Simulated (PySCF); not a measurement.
**Run report: Nb⁶⁺, atomic calculation**

Nb⁶⁺, configuration 1s2 2s2 2p6 3s2 3p6 3d10 4s2 4p5, multiplicity 2. Computed at this level: unrestricted M06-L, aug-cc-pVDZ-PP with ECP28, scalar-relativistic core potential (PySCF).

## The input
```python
from pyscf import gto, scf, dft, mp, cc
import basis_set_exchange as bse
txt = bse.get_basis("aug-cc-pVDZ-PP", elements=["Nb"], fmt="nwchem", header=False)
cut = txt.index("\nECP")
mol = gto.M(atom="Nb 0 0 0", charge=6, spin=1, symmetry="D2h",
            basis=gto.basis.parse(txt[:cut]),
            ecp={"Nb": gto.basis.parse_ecp(txt[cut:])})
mf = dft.UKS(mol, xc="M06L")
mf.irrep_nelec = {'Ag': (1, 1), 'B1u': (1, 1), 'B2u': (1, 1), 'B3u': (1, 0)}
mf.kernel()
```

The script is an equivalent of what the driver set up; the driver started from orbitals of its own, so the log can be shorter than this script's would be, and it computed the properties (radii, ⟨L²⟩, response) afterwards. It held the occupations shell by shell, which the script's counts by irreducible representation don't always enforce.

Hardware: 1 thread of Arm Neoverse V1, 23 GiB of memory available, shared host.

Launched within a batch (the task file carries these settings):
```bash
OMP_NUM_THREADS=1 python <driver script> TASK.json OUT
```

## Log (extracts)
```
damping factor = 0
level_shift factor = 0
DIIS = <class 'pyscf.scf.diis.CDIIS'>
diis_start_cycle = 1
diis_space = 10
diis_damp = 0
SCF conv_tol = 1e-09
SCF conv_tol_grad = None
number electrons alpha = 4  beta = 3
XC functionals = M06L
    Y. Zhao and D. G. Truhlar.,  J. Chem. Phys. 125, 194101 (2006)
    Y. Zhao and D. G. Truhlar.,  J. Chem. Phys. 125, 194101 (2006)
    Y. Zhao and D. G. Truhlar.,  Theor. Chem. Acc. 120, 215 (2008)
cycle= 1 E= -47.9597598589553  delta_E= -0.00484  |g|= 0.0085  |ddm|= 2.01
cycle= 2 E= -47.9597879931735  delta_E= -2.81e-05  |g|= 0.000783  |ddm|= 0.105
cycle= 3 E= -47.959788238495  delta_E= -2.45e-07  |g|= 5.78e-05  |ddm|= 0.0095
cycle= 4 E= -47.9597882397683  delta_E= -1.27e-09  |g|= 7.04e-07  |ddm|= 0.000824
cycle= 5 E= -47.9597882397684  delta_E= -1.42e-13  |g|= 2.99e-08  |ddm|= 6.45e-06
converged SCF energy = -47.9597882397684  <S^2> = 0.75180979  2S+1 = 2.001809
```

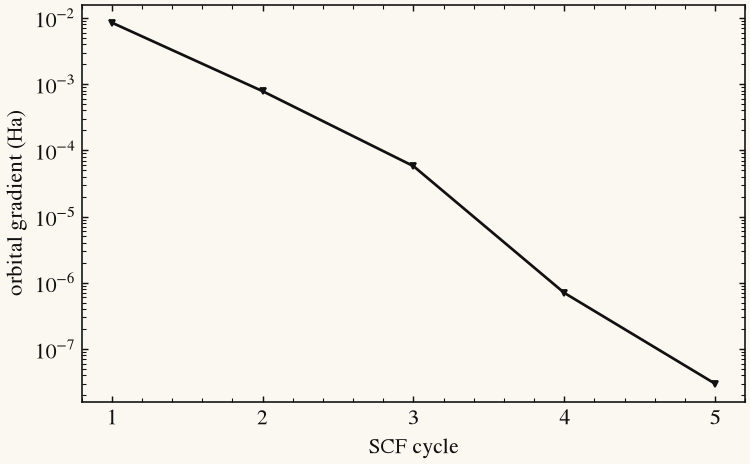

**Figure 1.** Convergence: orbital gradient against the SCF cycle. The residual falls at every step. It goes from 0.0085 to 3.0×10⁻⁸ in 5 steps.

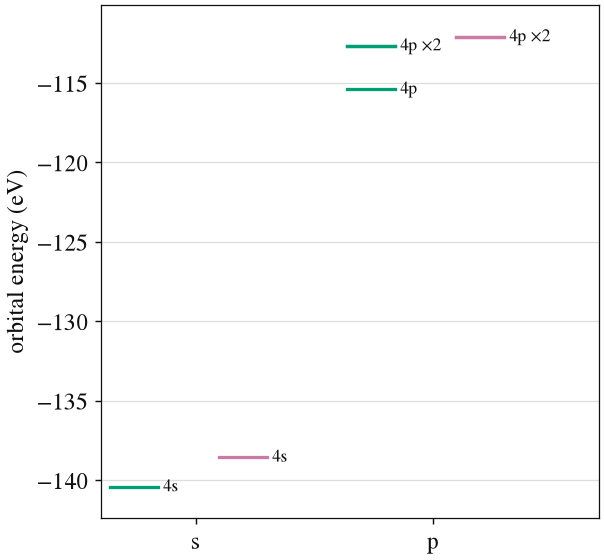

**Figure 2.** Orbital energies of the mean field, from the top down to −140.4 eV, by angular momentum, α spin at the left of each column and β at the right; ×n counts the orbitals under one label. The highest filled orbital is 4p β at −112.1 eV, the lowest empty one p β at −110.6 eV.

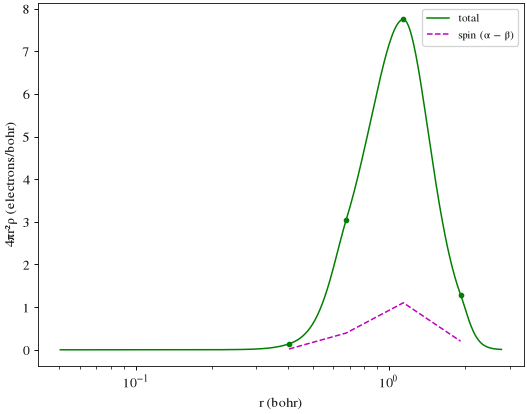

**Figure 3.** Spherically averaged radial density 4πr²ρ of the mean field (valence electrons alone, under a core potential) and its spin part; markers are the stored points, which are sparse, and the line is a monotone interpolation between them. The largest stored value is 7.75 electrons/bohr at r = 1.1 bohr. Root-mean-square radii of the shells: 4s 1.20, 4p 1.30 bohr.

## What the run reported

- outcome: converged
- total energy (valence electrons, under a core potential): −47.959788 hartree
- ⟨S²⟩: 0.752
- ⟨L²⟩: 2.01
- SCF iterations: 5
- wall time: 0.74 s

## What is odd here

This input holds a deliberate oddity: basis of the neutral atom used for a highly charged ion. The program ran to the end. Its numbers are those of this setting; this run alone doesn't show how far the oddity moves them.
